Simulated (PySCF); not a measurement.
**2-(methylsulfonyl)ethanol: a tour of settings**

Aim: see how 2-(methylsulfonyl)ethanol (`CS(=O)(=O)CCO`) answers to the choice of functional, basis, grid and SCF options.

The runs use PySCF 2.14.0, with density-fitted response routines of our own; the level of theory stands in each step. All values are computed, except where a source is named. Atoms count from 0, in the outputs and in this text.

## (1) The molecule as given

15 atoms, charge 0, multiplicity 1; geometry from: GFN2-xTB.

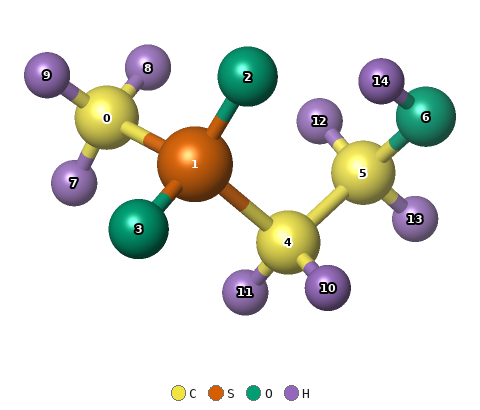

The starting geometry (carbon yellow, sulfur orange, oxygen teal, hydrogen purple), atoms numbered.

## (2) J couplings: LDA/ANO-RCC-VDZP

What the job is given:

```
{"job": {"kind": "j", "xc": "LDA", "basis": "ANO-RCC-VDZP"}, "charge": 0, "multiplicity": 1}
C      1.825699     0.171985     0.460784
S      0.839428    -0.237685    -1.006782
O      0.572195     0.989463    -1.717461
O      1.510228    -1.285959    -1.719005
C     -0.736342    -0.882712    -0.356264
C     -1.591080     0.273444     0.148252
O     -2.018874     1.110376    -0.881201
H      1.922438    -0.718405     1.067187
H      1.339124     0.974493     0.998154
H      2.797268     0.492562     0.106228
H     -1.218371    -1.389147    -1.189254
H     -0.491517    -1.597293     0.422714
H     -1.022065     0.838263     0.905066
H     -2.498428    -0.111413     0.625512
H     -1.234118     1.380018    -1.391497
```

Method: LDA/ANO-RCC-VDZP indirect spin-spin coupling, non-relativistic, gas phase.

Run with:

```console
> OMP_NUM_THREADS=1 python probes_run.py task.json out
```

The driver reads the jobs from task.json and runs them one after another.

Log:

```text
coarse grid: 13104 points
cycle   1  E = -738.3743006955  dE =  1.478e+00  |g| = 1.336e+00  |ddm| = 5.431e+00
cycle   2  E = -736.2356518775  dE =  2.139e+00  |g| = 3.522e+00  |ddm| = 4.599e+00
cycle   3  E = -738.6872165464  dE = -2.452e+00  |g| = 4.301e-01  |ddm| = 3.818e+00
cycle   4  E = -738.7271335378  dE = -3.992e-02  |g| = 1.972e-01  |ddm| = 6.771e-01
cycle   5  E = -738.7347754106  dE = -7.642e-03  |g| = 7.442e-02  |ddm| = 2.171e-01
cycle   6  E = -738.7358786107  dE = -1.103e-03  |g| = 2.342e-02  |ddm| = 8.525e-02
cycle   7  E = -738.7359702306  dE = -9.162e-05  |g| = 9.866e-03  |ddm| = 2.397e-02
cycle   8  E = -738.7359885179  dE = -1.829e-05  |g| = 3.269e-03  |ddm| = 1.055e-02
cycle   9  E = -738.7359905870  dE = -2.069e-06  |g| = 8.491e-04  |ddm| = 3.491e-03
final grid: 121976 points
cycle  10  E = -738.7296230023  dE = -5.160e-05  |g| = 5.193e-03  |ddm| = 5.053e-02
cycle  11  E = -738.7296080256  dE =  1.498e-05  |g| = 9.743e-03  |ddm| = 1.350e-02
cycle  12  E = -738.7296281866  dE = -2.016e-05  |g| = 2.319e-03  |ddm| = 1.031e-02
cycle  13  E = -738.7296292337  dE = -1.047e-06  |g| = 4.227e-04  |ddm| = 2.270e-03
cycle  14  E = -738.7296292598  dE = -2.612e-08  |g| = 2.443e-04  |ddm| = 5.781e-04
cycle  15  E = -738.7296292715  dE = -1.164e-08  |g| = 5.268e-05  |ddm| = 2.412e-04
cycle  16  E = -738.7296292720  dE = -4.993e-10  |g| = 1.921e-05  |ddm| = 6.057e-05
converged SCF energy = -738.7296292720

Indirect spin-spin couplings (Hz)
  i      j    bonds     total        FC       PSO       DSO        SD
  0 C    1 S    1      6.017     6.798    -0.847     0.065         -
  0 C    2 O    2     -1.750    -2.802     1.021     0.031         -
  0 C    3 O    2     -1.320    -2.403     1.046     0.037         -
  0 C    4 C    2      7.660     7.964    -0.308     0.004         -
  0 C    5 C    3     -0.370    -0.402     0.015     0.017         -
  0 C    7 H    1     95.257    93.474     0.923     0.860         -
  0 C    8 H    1     96.858    95.068     0.912     0.878         -
  0 C    9 H    1     94.576    92.899     0.823     0.854         -
  0 C   10 H    3      2.623     2.875     0.220    -0.473         -
  0 C   11 H    3      0.002    -0.106    -0.052     0.160         -
  0 C   12 H    4      0.369     0.248    -0.223     0.344         -
  1 S    4 C    1      3.043     3.773    -0.805     0.075         -
  1 S    5 C    2     -1.159    -1.073    -0.107     0.022         -
  1 S    7 H    2      0.131     0.115    -0.021     0.038         -
  1 S    8 H    2     -0.495    -0.554     0.019     0.039         -
  1 S    9 H    2     -1.929    -1.904    -0.063     0.038         -
  1 S   10 H    2     -0.980    -0.961    -0.078     0.059         -
  1 S   11 H    2      0.272     0.244    -0.028     0.056         -
  1 S   12 H    3      4.981     4.897     0.006     0.078         -
  1 S   13 H    3     14.454    14.447     0.090    -0.083         -
  2 O    4 C    2     -0.173    -0.857     0.659     0.025         -
  2 O    5 C    3      0.084     0.077     0.022    -0.016         -
  2 O    7 H    3     -2.411    -2.961     0.179     0.371         -
  2 O    8 H    3     -0.113    -0.056    -0.045    -0.012         -
  2 O    9 H    3      0.125    -0.018     0.088     0.055         -
  2 O   10 H    3      0.193     0.133    -0.040     0.100         -
  2 O   11 H    3     -1.183    -1.671     0.122     0.367         -
  2 O   13 H    4     -0.326    -0.335    -0.196     0.205         -
  2 O   14 H    5      2.660     2.943     0.481    -0.764         -
  3 O    4 C    2     -0.530    -1.525     0.968     0.027         -
  3 O    5 C    3      0.069    -0.098     0.104     0.063         -
  3 O    7 H    3     -0.031    -0.002    -0.067     0.039         -
  3 O    8 H    3     -2.136    -2.698     0.181     0.382         -
  3 O    9 H    3      0.012    -0.136     0.109     0.039         -
  3 O   10 H    3     -0.176    -0.284     0.135    -0.026         -
  3 O   11 H    3      0.070     0.085    -0.077     0.062         -
  3 O   12 H    4      0.477     0.121     0.078     0.277         -
  3 O   13 H    4     -0.684    -0.789    -0.122     0.227         -
  4 C    5 C    1     68.466    69.060    -0.879     0.286         -
  4 C    6 O    2     -1.303    -1.387     0.094    -0.010         -
  4 C    7 H    3     -0.307    -0.356    -0.075     0.124         -
  4 C    8 H    3     -0.882    -0.825    -0.112     0.056         -
  4 C    9 H    3      3.078     3.327     0.209    -0.458         -
  4 C   10 H    1     99.650    98.003     0.490     1.157         -
  4 C   11 H    1     91.994    90.124     0.741     1.129         -
  4 C   12 H    2     -1.018    -1.060    -0.039     0.081         -
  4 C   13 H    2      2.058     2.011     0.045     0.002         -
  4 C   14 H    3      2.823     2.825    -0.237     0.235         -
  5 C    6 O    1     -1.898    -1.646    -0.130    -0.122         -
  5 C    8 H    4      0.994     0.956    -0.255     0.294         -
  5 C   10 H    2     -3.308    -3.370     0.034     0.028         -
  5 C   11 H    2      2.733     2.622     0.103     0.008         -
  5 C   12 H    1     95.073    93.658     0.251     1.164         -
  5 C   13 H    1     94.894    93.605     0.236     1.053         -
  5 C   14 H    2     -1.968    -2.043     0.386    -0.311         -
  6 O   10 H    3     -1.644    -1.420    -0.183    -0.042         -
  6 O   11 H    3     -3.433    -3.648    -0.039     0.254         -
  6 O   12 H    2     -2.893    -2.179    -0.834     0.120         -
  6 O   13 H    2    -10.544    -9.809    -0.819     0.084         -
  6 O   14 H    1    -23.514   -15.271    -7.725    -0.518         -
  7 H    8 H    2     -9.766    -9.704     2.319    -2.381         -
  7 H    9 H    2    -12.096   -12.080     2.284    -2.300         -
  7 H   10 H    4     -0.184     0.242     0.788    -1.214         -
  7 H   11 H    4      1.039     0.365    -1.218     1.892         -
  7 H   13 H    5     -0.233    -0.103     0.485    -0.615         -
  7 H   14 H    6     -0.455     0.003     0.585    -1.043         -
  8 H    9 H    2    -12.149   -12.147     2.248    -2.250         -
  8 H   10 H    4     -0.739    -0.124     1.052    -1.667         -
  8 H   12 H    5      0.521    -0.399    -2.274     3.194         -
  8 H   14 H    6      0.177     0.007    -0.550     0.720         -
  9 H   10 H    4      2.037     2.924     1.170    -2.056         -
  9 H   11 H    4      0.257     0.708     0.889    -1.340         -
  9 H   12 H    5     -0.367    -0.201     0.446    -0.612         -
  9 H   13 H    5     -0.624    -0.199     0.978    -1.402         -
  9 H   14 H    6     -0.356    -0.014     0.349    -0.690         -
 10 H   11 H    2    -12.416   -12.540     1.841    -1.717         -
 10 H   12 H    3      8.849     9.450     1.893    -2.493         -
 10 H   13 H    3      2.442     2.313     0.456    -0.328         -
 11 H   12 H    3      0.291     0.015     0.311    -0.035         -
 11 H   13 H    3      2.205     1.973     0.267    -0.035         -
 11 H   14 H    4     -1.030    -0.473     1.245    -1.801         -
 12 H   13 H    2    -12.011   -11.831     1.545    -1.725         -
 12 H   14 H    3      0.084     0.049     0.539    -0.504         -
 13 H   14 H    3      9.896    10.827     3.193    -4.123         -
```

Wall time 79 s (1 thread of Intel Xeon at 2.70GHz, shared host).

This basis has no tight s functions, so the Fermi-contact terms are rough.

Couplings of 1 Hz or more, nine at most for each number of bonds, with means over like pairs (isotopes 13C, 1H, 17O, 33S):

```csv
pair,bonds,J (Hz),Fermi contact (Hz),dihedral (°)
C4–H10,1,95.8,94.1,–
C0–H7,1,95.6,93.8,–
C5–H12,1,95.0,93.6,–
C4–C5,1,68.5,69.1,–
O6–H14,1,-23.5,-15.3,–
C0–S1,1,6.0,6.8,–
S1–C4,1,3.0,3.8,–
C5–O6,1,-1.9,-1.6,–
H10–H11,2,-12.4,-12.5,–
H12–H13,2,-12.0,-11.8,–
H7–H8,2,-11.3,-11.3,–
C0–C4,2,7.7,8.0,–
O6–H12,2,-6.7,-6.0,–
C5–H14,2,-2.0,-2.0,–
C0–O2,2,-1.5,-2.6,–
C4–O6,2,-1.3,-1.4,–
S1–C5,2,-1.2,-1.1,–
S1–H12,3,9.7,9.7,–
H10–H12,3,5.5,5.7,–
H12–H14,3,5.0,5.4,–
C4–H14,3,2.8,2.8,-53
O6–H10,3,-2.5,-2.5,–
H10–H13,3,1.4,1.2,69
C0–H10,3,1.3,1.4,–
```

Where two rows join the same classes of atoms, they are the two kinds of pair (J and J′ of an AA′XX′ pattern), each a mean over its own pairs alone.

The spin-dipole term was not solved, so all couplings lack that part.

The response was solved for the nuclei of C, H alone, so couplings that need other nuclei can be missing.

Quadrupole couplings from the field gradients of the same density:

```csv
atom,isotope,eQq/h (MHz),η
O6,17O,-10.1,0.96
O2,17O,-7.320,0.12
O3,17O,-7.177,0.14
S1,33S,2.158,0.80
```

## (3) Nuclear shieldings: wB97X-D/ANO-RCC-VDZP

The job, as its differences from that of step 2:

```diff
@@ -1,2 +1,2 @@
-{"job": {"kind": "j", "xc": "LDA", "basis": "ANO-RCC-VDZP"}, "charge": 0, "multiplicity": 1}
+{"job": {"kind": "nmr", "xc": "wB97X-D", "basis": "ANO-RCC-VDZP", "pop": false}, "charge": 0, "multiplicity": 1}
 C      1.825699     0.171985     0.460784
```

Level: GIAO wB97X-D/ANO-RCC-VDZP NMR shielding, non-relativistic, gas phase.

Log:

```text
coarse grid: 13104 points
cycle   1  E = -742.3765750876  dE =  1.815e+00  |g| = 1.269e+00  |ddm| = 5.377e+00
cycle   2  E = -742.0301227546  dE =  3.465e-01  |g| = 1.917e+00  |ddm| = 2.409e+00
cycle   3  E = -742.7028406920  dE = -6.727e-01  |g| = 1.076e-01  |ddm| = 1.415e+00
cycle   4  E = -742.7045557951  dE = -1.715e-03  |g| = 6.553e-02  |ddm| = 1.438e-01
cycle   5  E = -742.7053690533  dE = -8.133e-04  |g| = 1.269e-02  |ddm| = 5.410e-02
cycle   6  E = -742.7054010671  dE = -3.201e-05  |g| = 4.540e-03  |ddm| = 1.385e-02
cycle   7  E = -742.7054052140  dE = -4.147e-06  |g| = 1.820e-03  |ddm| = 5.111e-03
final grid: 121976 points
cycle   8  E = -742.6973881036  dE = -9.264e-05  |g| = 5.502e-03  |ddm| = 4.002e-02
cycle   9  E = -742.6973873039  dE =  7.997e-07  |g| = 6.482e-03  |ddm| = 9.523e-03
cycle  10  E = -742.6973955537  dE = -8.250e-06  |g| = 9.377e-04  |ddm| = 5.156e-03
cycle  11  E = -742.6973957122  dE = -1.585e-07  |g| = 3.837e-04  |ddm| = 1.040e-03
cycle  12  E = -742.6973957490  dE = -3.680e-08  |g| = 9.811e-05  |ddm| = 4.529e-04
cycle  13  E = -742.6973957509  dE = -1.859e-09  |g| = 3.787e-05  |ddm| = 1.047e-04
cycle  14  E = -742.6973957512  dE = -3.672e-10  |g| = 5.638e-06  |ddm| = 5.434e-05
converged SCF energy = -742.6973957512

GIAO shielding tensors (ppm)
atom      isotropic    diamagn.    paramagn.     s11        s22        s33       span
  0 C      148.457     247.515     -99.058    120.410    130.882    194.079     73.669
  1 S      244.703    1067.083    -822.380    112.057    244.334    377.719    265.662
  2 O      125.786     396.453    -270.667     83.824     87.918    205.616    121.792
  3 O      120.887     390.689    -269.802     74.212     86.999    201.450    127.238
  4 C      127.379     249.206    -121.827    106.263    118.452    157.421     51.158
  5 C      131.395     240.073    -108.678    108.851    117.726    167.607     58.757
  6 O      313.510     385.556     -72.045    289.866    315.166    335.499     45.633
  7 H       29.850      31.825      -1.975     27.021     28.126     34.403      7.383
  8 H       29.166      33.137      -3.971     25.522     29.105     32.870      7.348
  9 H       29.330      29.063       0.266     27.143     27.481     33.365      6.222
 10 H       28.926      31.265      -2.340     25.624     28.582     32.571      6.947
 11 H       29.289      33.783      -4.494     26.570     29.050     32.245      5.675
 12 H       27.977      33.239      -5.262     24.221     27.743     31.969      7.748
 13 H       27.989      29.403      -1.413     23.479     27.467     33.022      9.544
 14 H       26.501      32.951      -6.450     13.269     24.519     41.716     28.447
```

It took 69 s on 1 thread of Intel Xeon at 2.70GHz, shared host; peak memory 0.77 GiB.

Shifts follow as δ = σ(reference) − σ, with reference shieldings (ppm) from runs at the same level and on the same kind of geometry: 1H TMS 31.89, 13C TMS 190.6, 17O H2O 334.4. The references are single molecules in the gas phase, so shifts against H2O, NH3, PH3, H3PO4 or CFCl3 are not on the usual liquid scales and can be off by tens of ppm. Atoms listed in one row are averaged.

```csv
atoms,environment,σ (ppm),δ (ppm)
C4,sp3 CH2 bonded to S,127.4,63.2
C5,sp3 CH2 bonded to O,131.4,59.2
C0,methyl carbon bonded to S,148.5,42.1
H14,hydrogen on an alcohol oxygen,26.50,5.38
"H12, H13",hydrogen on an sp3 CH2 bonded to O,27.98,3.90
"H10, H11",hydrogen on an sp3 CH2 bonded to S,29.11,2.78
"H7, H8, H9",hydrogen on a methyl carbon bonded to S,29.45,2.44
S1,sulfone sulfur,245,–
"O2, O3",S=O oxygen,123.3,211.1
O6,alcohol oxygen,313.5,20.9
```

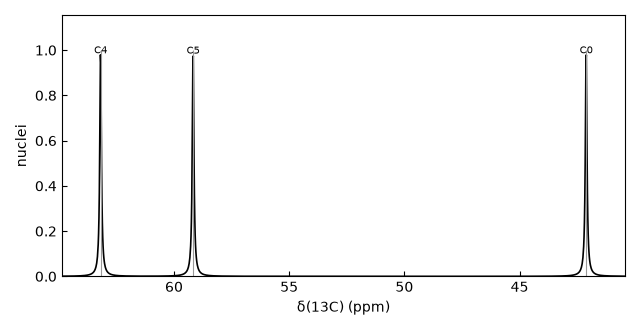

13C lines at the computed shifts, without couplings. Lines are broadened to a width of 0.08 ppm (Lorentzian).

Orbitals, density, ELF and potential are computed afterwards from the orbital file.

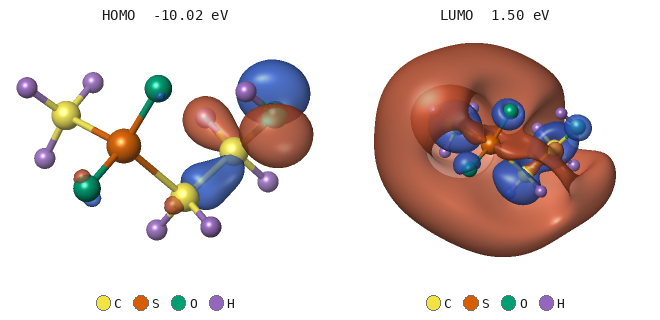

wB97X-D/ANO-RCC-VDZP orbitals near the gap, drawn at the value that encloses 70 % of each; the two colours are the two signs. The LUMO is diffuse and is cut off by the edge of the grid.

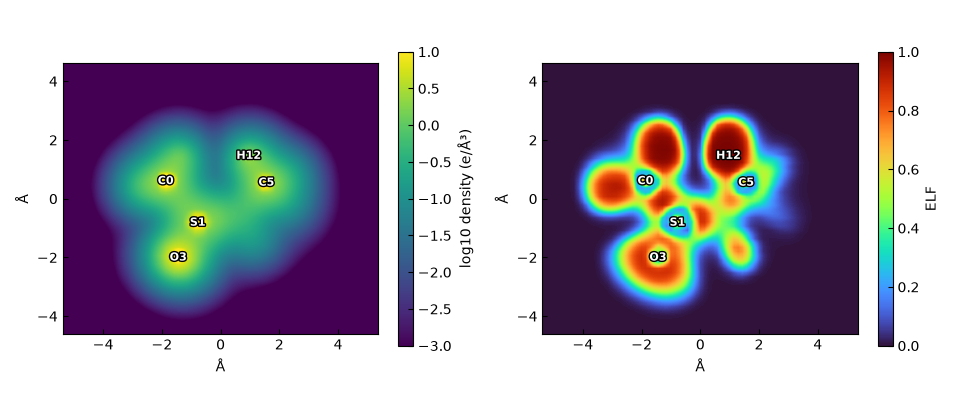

Density (left) and ELF (right) in a plane through or near 5 of the atoms.

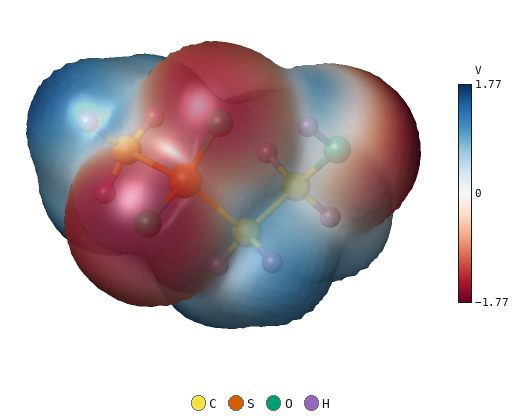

The potential that a unit positive charge feels on the 0.002 e/bohr³ surface, from the 1st to the 99th percentile, from -1.57 V near O6 to 1.77 V near H11.

## (4) Spin-spin couplings: PBE0/3-21G in dimethylsulfoxide

The job, as its differences from that of step 3:

```diff
@@ -1,2 +1,2 @@
-{"job": {"kind": "nmr", "xc": "wB97X-D", "basis": "ANO-RCC-VDZP", "pop": false}, "charge": 0, "multiplicity": 1}
+{"job": {"kind": "j", "xc": "PBE0", "basis": "3-21G", "solvent": "dimethylsulfoxide", "scf": {"level_shift": 0.2}}, "charge": 0, "multiplicity": 1}
 C      1.825699     0.171985     0.460784
```

Method: PBE0/3-21G indirect spin-spin coupling, non-relativistic, IEF-PCM dimethylsulfoxide.

Log:

```text
final grid: 121976 points
cycle   1  E = -738.0719750593  dE =  1.497e+00  |g| = 1.248e+00  |ddm| = 3.875e+00
cycle   2  E = -738.1018144088  dE = -2.984e-02  |g| = 1.304e+00  |ddm| = 3.053e+00
cycle   3  E = -738.3861338901  dE = -2.843e-01  |g| = 2.289e-01  |ddm| = 1.041e+00
cycle   4  E = -738.3978378889  dE = -1.170e-02  |g| = 3.694e-02  |ddm| = 2.888e-01
cycle   5  E = -738.3981971163  dE = -3.592e-04  |g| = 1.531e-02  |ddm| = 7.975e-02
cycle   6  E = -738.3982355329  dE = -3.842e-05  |g| = 7.075e-03  |ddm| = 1.997e-02
cycle   7  E = -738.3982447299  dE = -9.197e-06  |g| = 1.680e-03  |ddm| = 5.666e-03
cycle   8  E = -738.3982453127  dE = -5.828e-07  |g| = 4.772e-04  |ddm| = 1.958e-03
cycle   9  E = -738.3982453719  dE = -5.924e-08  |g| = 1.509e-04  |ddm| = 7.497e-04
cycle  10  E = -738.3982453794  dE = -7.421e-09  |g| = 3.001e-05  |ddm| = 2.338e-04
cycle  11  E = -738.3982453801  dE = -7.044e-10  |g| = 9.497e-06  |ddm| = 1.039e-04
level shift removed, Fock matrix diagonalised once more
converged SCF energy = -738.3982453801

Indirect spin-spin couplings (Hz)
  i      j    bonds     total        FC       PSO       DSO        SD
  0 C    1 S    1     -0.449    -0.081    -0.434     0.067         -
  0 C    2 O    2     -1.660    -2.301     0.619     0.023         -
  0 C    3 O    2     -1.336    -2.007     0.643     0.028         -
  0 C    4 C    2      7.312     7.460    -0.156     0.008         -
  0 C    5 C    3     -0.242    -0.273     0.013     0.018         -
  0 C    7 H    1    108.418   106.642     0.867     0.908         -
  0 C    8 H    1    107.433   105.634     0.871     0.927         -
  0 C    9 H    1    109.634   107.885     0.844     0.905         -
  0 C   10 H    3      1.925     2.258     0.127    -0.460         -
  0 C   11 H    3     -0.489    -0.635    -0.019     0.165         -
  0 C   12 H    4      0.254     0.032    -0.121     0.343         -
  0 C   13 H    4      0.237     0.354     0.093    -0.209         -
  1 S    4 C    1      0.230     0.563    -0.409     0.076         -
  1 S    5 C    2     -0.182    -0.103    -0.101     0.022         -
  1 S    7 H    2     -0.411    -0.343    -0.108     0.040         -
  1 S    8 H    2     -0.655    -0.636    -0.061     0.042         -
  1 S    9 H    2     -1.465    -1.425    -0.080     0.040         -
  1 S   10 H    2     -0.922    -0.905    -0.078     0.061         -
  1 S   11 H    2     -0.415    -0.336    -0.136     0.058         -
  1 S   12 H    3      1.952     1.933    -0.059     0.079         -
  1 S   13 H    3      6.361     6.438     0.004    -0.081         -
  2 O    4 C    2      0.321    -0.082     0.387     0.016         -
  2 O    5 C    3      0.277     0.289     0.007    -0.019         -
  2 O    7 H    3     -0.500    -1.052     0.205     0.347         -
  2 O    8 H    3      0.296     0.333    -0.008    -0.029         -
  2 O    9 H    3      0.228     0.209    -0.018     0.037         -
  2 O   10 H    3      0.137     0.141    -0.083     0.079         -
  2 O   11 H    3      0.229    -0.289     0.175     0.342         -
  2 O   13 H    4     -0.268    -0.368    -0.095     0.195         -
  2 O   14 H    5      3.257     3.690     0.288    -0.722         -
  3 O    4 C    2     -1.174    -1.742     0.550     0.018         -
  3 O    5 C    3      0.301     0.175     0.067     0.059         -
  3 O    7 H    3      0.216     0.264    -0.068     0.020         -
  3 O    8 H    3     -0.197    -0.761     0.206     0.357         -
  3 O    9 H    3      0.251     0.236    -0.005     0.020         -
  3 O   10 H    3      0.228     0.228     0.045    -0.045         -
  3 O   11 H    3      0.135     0.179    -0.085     0.042         -
  3 O   12 H    4      0.489     0.115     0.114     0.259         -
  3 O   13 H    4     -0.166    -0.342    -0.039     0.214         -
  3 O   14 H    5      0.244     0.071    -0.003     0.176         -
  4 C    5 C    1     24.574    24.792    -0.507     0.289         -
  4 C    6 O    2     -1.821    -1.783    -0.022    -0.016         -
  4 C    7 H    3     -0.540    -0.638    -0.033     0.131         -
  4 C    8 H    3     -0.857    -0.860    -0.060     0.063         -
  4 C    9 H    3      2.310     2.645     0.109    -0.444         -
  4 C   10 H    1    114.461   112.616     0.638     1.207         -
  4 C   11 H    1    109.863   108.007     0.688     1.168         -
  4 C   12 H    2     -1.581    -1.670    -0.009     0.098         -
  4 C   13 H    2     -1.237    -1.401     0.143     0.020         -
  4 C   14 H    3      1.772     1.666    -0.143     0.249         -
  5 C    6 O    1     19.865    20.445    -0.435    -0.145         -
  5 C    8 H    4      0.506     0.343    -0.128     0.291         -
  5 C    9 H    4     -0.150     0.028     0.088    -0.267         -
  5 C   10 H    2     -4.489    -4.575     0.044     0.042         -
  5 C   11 H    2     -2.111    -2.193     0.064     0.018         -
  5 C   12 H    1    107.330   105.669     0.451     1.209         -
  5 C   13 H    1    115.011   113.548     0.350     1.113         -
  5 C   14 H    2     -1.896    -1.778     0.124    -0.241         -
  6 O   10 H    3     -0.380    -0.217    -0.108    -0.054         -
  6 O   11 H    3     -0.806    -1.023    -0.021     0.238         -
  6 O   12 H    2     -2.849    -2.471    -0.462     0.084         -
  6 O   13 H    2     -8.586    -8.073    -0.576     0.063         -
  6 O   14 H    1    -42.472   -34.835    -6.883    -0.754         -
  7 H    8 H    2    -13.478   -12.276     1.037    -2.239         -
  7 H    9 H    2    -14.497   -13.393     1.058    -2.162         -
  7 H   10 H    4     -0.801    -0.034     0.412    -1.179         -
  7 H   11 H    4      1.475     0.243    -0.651     1.883         -
  7 H   12 H    5      0.280    -0.032    -0.183     0.496         -
  7 H   13 H    5     -0.435    -0.105     0.262    -0.593         -
  7 H   14 H    6     -0.739    -0.009     0.290    -1.020         -
  8 H    9 H    2    -14.546   -13.472     1.036    -2.110         -
  8 H   10 H    4     -1.305    -0.212     0.536    -1.629         -
  8 H   12 H    5      1.914    -0.138    -1.088     3.141         -
  8 H   13 H    5     -0.250    -0.049     0.235    -0.436         -
  8 H   14 H    6      0.449     0.003    -0.272     0.717         -
  9 H   10 H    4      0.389     1.820     0.586    -2.017         -
  9 H   11 H    4     -0.664     0.206     0.434    -1.304         -
  9 H   12 H    5     -0.491    -0.112     0.215    -0.593         -
  9 H   13 H    5     -0.952    -0.087     0.506    -1.372         -
  9 H   14 H    6     -0.533    -0.019     0.175    -0.689         -
 10 H   11 H    2    -14.091   -13.465     0.958    -1.584         -
 10 H   12 H    3      7.005     8.447     0.980    -2.422         -
 10 H   13 H    3      2.409     2.507     0.180    -0.277         -
 11 H   12 H    3      0.918     0.830     0.069     0.020         -
 11 H   13 H    3      2.412     2.347     0.046     0.019         -
 11 H   14 H    4     -1.579    -0.431     0.592    -1.740         -
 12 H   13 H    2    -13.733   -13.021     0.835    -1.546         -
 12 H   14 H    3      0.026     0.322     0.092    -0.388         -
 13 H   14 H    3      7.850    10.521     1.301    -3.972         -
```

Run time: 13 s. Hardware: 1 thread of Intel Xeon at 2.70GHz, shared host; peak memory 0.66 GiB.

This basis has no tight s functions, so the Fermi-contact terms are rough.

In short: J(C4,H10) 112.2 Hz, J(C5,H12) 111.2 Hz, J(C0,H7) 108.5 Hz (means over like pairs).

(Part 1 of 2 ends here.)
